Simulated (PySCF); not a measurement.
**Two runs on C₂H₇NSSi₂**

System: C₂H₇NSSi₂.
Method of run A: GIAO PBE0/pcSseg-1 NMR shielding, non-relativistic, gas phase (PySCF 2.14.0).

The geometry comes from this level: GFN2-xTB. Text and figures count atoms from 1; the logs count them from 0 in places.

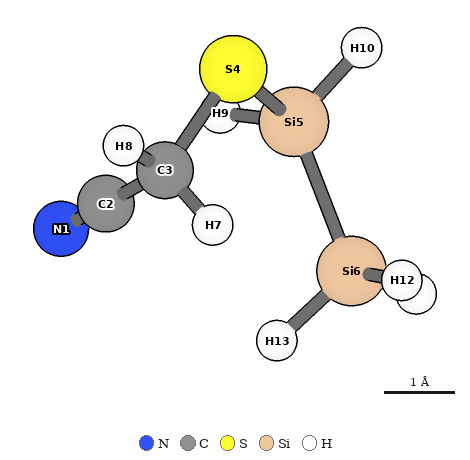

The input geometry (ball-and-stick view, seen at a tilt; atoms are numbered from 1 in the order of the input).

### The input, run A
```
{"job": {"kind": "nmr", "xc": "PBE0", "basis": "pcSseg-1", "pop": true}, "charge": 0, "multiplicity": 1}
N     -1.859171     2.037129     0.242814
C     -1.853340     0.952571    -0.121393
C     -1.793447    -0.416339    -0.531485
S     -1.094177    -1.465997     0.811739
Si     0.733963    -0.396410     1.298265
Si     1.846375     0.227426    -0.636579
H     -1.173356    -0.521956    -1.424213
H     -2.795167    -0.802687    -0.723861
H      0.311711     0.700774     2.166723
H      1.363301    -1.417823     2.129180
H      3.232497     0.559609    -0.315922
H      1.857777    -0.844468    -1.640095
H      1.218646     1.388658    -1.272902
```

The first line tells a small driver script what to run in PySCF; the rest is the geometry in Å.

Launched with:
```bash
OMP_NUM_THREADS=1 python <driver script> task.json out
```

Hardware: 1 CPU thread, shared host.

### Output (run A)
```
coarse grid: 12448 points
cycle   1  E = -1111.6542783454  dE =  4.436e-01  |g| = 4.340e-01  |ddm| = 3.345e+00
cycle   2  E = -1111.5048801524  dE =  1.494e-01  |g| = 9.369e-01  |ddm| = 1.197e+00
cycle   3  E = -1111.7018172404  dE = -1.969e-01  |g| = 8.476e-02  |ddm| = 7.375e-01
cycle   4  E = -1111.7034551681  dE = -1.638e-03  |g| = 3.710e-02  |ddm| = 1.490e-01
cycle   5  E = -1111.7038055970  dE = -3.504e-04  |g| = 7.007e-03  |ddm| = 5.128e-02
cycle   6  E = -1111.7038174703  dE = -1.187e-05  |g| = 1.752e-03  |ddm| = 9.314e-03
cycle   7  E = -1111.7038182803  dE = -8.100e-07  |g| = 5.038e-04  |ddm| = 2.796e-03
final grid: 106616 points
cycle   8  E = -1111.7384107794  dE = -1.525e-05  |g| = 6.395e-03  |ddm| = 2.435e-02
cycle   9  E = -1111.7384045332  dE =  6.246e-06  |g| = 7.935e-03  |ddm| = 1.432e-02
cycle  10  E = -1111.7384207258  dE = -1.619e-05  |g| = 4.338e-04  |ddm| = 8.720e-03
cycle  11  E = -1111.7384207689  dE = -4.315e-08  |g| = 2.241e-04  |ddm| = 7.122e-04
cycle  12  E = -1111.7384207780  dE = -9.063e-09  |g| = 9.482e-05  |ddm| = 2.116e-04
cycle  13  E = -1111.7384207800  dE = -1.983e-09  |g| = 1.570e-05  |ddm| = 7.285e-05
cycle  14  E = -1111.7384207800  dE = -5.662e-11  |g| = 4.196e-06  |ddm| = 2.314e-05
converged SCF energy = -1111.7384207800

GIAO shielding tensors (ppm)
atom      isotropic    diamagn.    paramagn.     s11        s22        s33       span
  0 N      -41.450     339.587    -381.037   -210.555   -186.928    273.134    483.689
  1 C       66.530     263.620    -197.090    -50.487    -43.639    293.716    344.202
  2 C      171.470     252.927     -81.457    161.118    171.891    181.402     20.285
  3 S      636.962    1057.726    -420.764    512.412    522.415    876.059    363.647
  4 Si     403.445     880.409    -476.964    350.709    403.681    455.945    105.235
  5 Si     466.032     881.093    -415.061    440.799    477.489    479.807     39.008
  6 H       28.670      31.285      -2.615     24.202     26.933     34.877     10.675
  7 H       28.596      27.427       1.169     22.367     26.495     36.927     14.560
  8 H       26.557      30.244      -3.686     22.404     25.150     32.118      9.714
  9 H       27.108      29.199      -2.091     23.283     25.080     32.961      9.678
 10 H       28.157      29.103      -0.946     24.643     25.424     34.403      9.760
 11 H       28.126      29.634      -1.508     24.652     26.347     33.378      8.726
 12 H       27.769      30.548      -2.779     23.857     27.104     32.348      8.491
```

The input of run B differs as follows (lines with − go, lines with + come):
```diff
-"xc": "PBE0"
-"basis": "pcSseg-1"
+"xc": "OPBE"
+"basis": "pcseg-1"
```

What does this change do to the results?

The total energies belong to different models, so their difference says nothing on which is more stable or more accurate. The HOMO goes from −7.36 to −6.17 eV. The LUMO goes from −0.86 to −1.52 eV. Of all shieldings, the largest change is that of N1, by +34.5 ppm. The functional changes from PBE0 to OPBE. The number of SCF iterations is the same. The basis functions go from 158 to 131.

### Output (run B)
```
coarse grid: 12448 points
cycle   1  E = -1112.0162414171  dE =  3.721e-01  |g| = 3.893e-01  |ddm| = 3.877e+00
cycle   2  E = -1111.8050551712  dE =  2.112e-01  |g| = 1.023e+00  |ddm| = 1.496e+00
cycle   3  E = -1112.0506990249  dE = -2.456e-01  |g| = 1.728e-01  |ddm| = 1.014e+00
cycle   4  E = -1112.0581813027  dE = -7.482e-03  |g| = 4.194e-02  |ddm| = 2.557e-01
cycle   5  E = -1112.0587647807  dE = -5.835e-04  |g| = 1.433e-02  |ddm| = 9.629e-02
cycle   6  E = -1112.0588341373  dE = -6.936e-05  |g| = 2.693e-03  |ddm| = 2.574e-02
cycle   7  E = -1112.0588362709  dE = -2.134e-06  |g| = 9.396e-04  |ddm| = 5.863e-03
final grid: 106616 points
cycle   8  E = -1112.0909053562  dE = -3.702e-05  |g| = 1.330e-02  |ddm| = 6.656e-02
cycle   9  E = -1112.0907907831  dE =  1.146e-04  |g| = 2.302e-02  |ddm| = 5.461e-02
cycle  10  E = -1112.0909599343  dE = -1.692e-04  |g| = 1.524e-03  |ddm| = 3.588e-02
cycle  11  E = -1112.0909603034  dE = -3.690e-07  |g| = 1.202e-03  |ddm| = 2.610e-03
cycle  12  E = -1112.0909606285  dE = -3.251e-07  |g| = 1.997e-04  |ddm| = 1.116e-03
cycle  13  E = -1112.0909606391  dE = -1.068e-08  |g| = 4.503e-05  |ddm| = 3.036e-04
cycle  14  E = -1112.0909606398  dE = -6.573e-10  |g| = 1.352e-05  |ddm| = 8.768e-05
converged SCF energy = -1112.0909606398

GIAO shielding tensors (ppm)
atom      isotropic    diamagn.    paramagn.     s11        s22        s33       span
  0 N       -6.995     336.834    -343.829   -158.246   -137.476    274.737    432.984
  1 C       84.128     265.797    -181.669    -21.212    -15.382    288.979    310.191
  2 C      176.629     254.307     -77.678    164.466    177.140    188.281     23.816
  3 S      622.299    1058.079    -435.780    494.849    508.239    863.809    368.960
  4 Si     387.476     881.962    -494.485    337.460    385.904    439.064    101.603
  5 Si     451.731     883.116    -431.385    429.010    458.597    467.587     38.577
  6 H       28.623      31.653      -3.030     24.373     26.880     34.617     10.244
  7 H       28.564      27.787       0.777     22.593     26.413     36.686     14.093
  8 H       26.570      30.035      -3.465     22.519     24.973     32.218      9.699
  9 H       27.193      29.149      -1.956     23.460     25.153     32.967      9.507
 10 H       28.246      29.231      -0.985     24.741     25.579     34.419      9.679
 11 H       28.194      29.770      -1.576     24.719     26.369     33.493      8.774
 12 H       27.809      30.727      -2.918     23.838     27.108     32.483      8.645
```

### The two runs side by side

| quantity | run A | run B |
| --- | --- | --- |
| outcome | converged | converged |
| total energy (hartree) | −1111.738421 | −1112.090961 |
| HOMO (eV) | −7.36 | −6.17 |
| LUMO (eV) | −0.86 | −1.52 |
| dipole moment (D) | 2.76 | 2.73 |
| shielding of N1 (ppm) | −41.4 | −7.0 |
| shielding of C2 (ppm) | 66.5 | 84.1 |
| shielding of C3 (ppm) | 171.5 | 176.6 |
| shielding of S4 (ppm) | 637.0 | 622.3 |
| shielding of Si5 (ppm) | 403.4 | 387.5 |
| shielding of Si6 (ppm) | 466.0 | 451.7 |
| shielding of H11 (ppm) | 28.2 | 28.2 |
| SCF iterations | 14 | 14 |
| basis functions | 158 | 131 |
| wall time (shared host) | 23 s | 25 s |
